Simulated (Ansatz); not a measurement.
```xyz
14
Lattice="6.4126 0.0000 0.0000 0.0000 6.4126 0.0000 0.0000 0.0000 4.9478" Properties=species:S:1:pos:R:3 pbc="T T T"
Y     0.0000    0.0000    0.0000
Y     3.2063    3.2063    2.4739
Ru    0.0000    3.2063    1.2369
Ru    3.2063    0.0000    3.7108
Ru    3.2063    0.0000    1.2369
Ru    0.0000    3.2063    3.7108
Rh    1.9314    1.9314    0.0000
Rh    5.1377    5.1377    2.4739
Rh    1.2749    1.2749    2.4739
Rh    4.4812    4.4812    0.0000
Rh    4.4812    1.9314    0.0000
Rh    1.2749    5.1377    2.4739
Rh    1.9314    4.4812    0.0000
Rh    5.1377    1.2749    2.4739
```

Space group I4/mmm; a generated structure, not necessarily the stable one; changed on purpose from its base cell (volume × 0.91, shape and atoms relaxed); computed pressure about 24 GPa in this cell; computed without spin polarisation.

Method: Ansatz, DFT PBE, scalar-relativistic, plane waves, PAW.

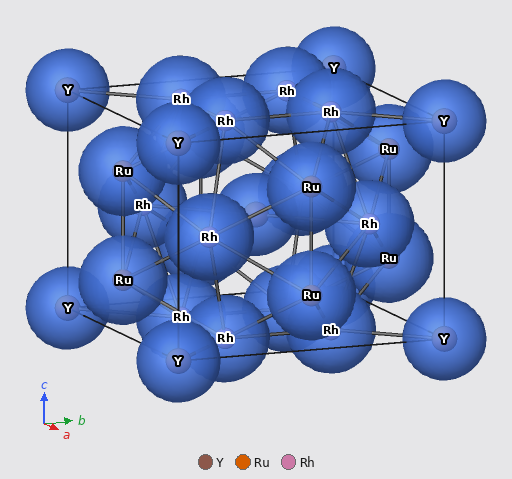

YRu$_{2}$Rh$_{4}$. Isosurface of the valence electron density at 0.8 e/Å³ (blue), seen slightly off an axis. Sticks mark near contacts.

Core electrons are frozen (PAW), and the valence fields are smoothed inside the atomic spheres.

> What does this surface tell about the bonding?

At this value the density breaks into separate islands; it holds about 75 % of the electrons treated as valence (semicore included). It bridges none of the near contacts. It is pinched off along the sampled Ru–Ru (2.47 Å), Rh–Rh (2.55 Å), Ru–Rh (2.62 Å) and Y–Rh (2.73 Å) contacts. On the grid the lowest density along these lines, outside the cores, is 0.56 e/Å³ (Ru–Ru, 2.47 Å), 0.47 e/Å³ (Rh–Rh, 2.55 Å), 0.44 e/Å³ (Ru–Rh, 2.62 Å) and 0.31 e/Å³ (Y–Rh, 2.73 Å).
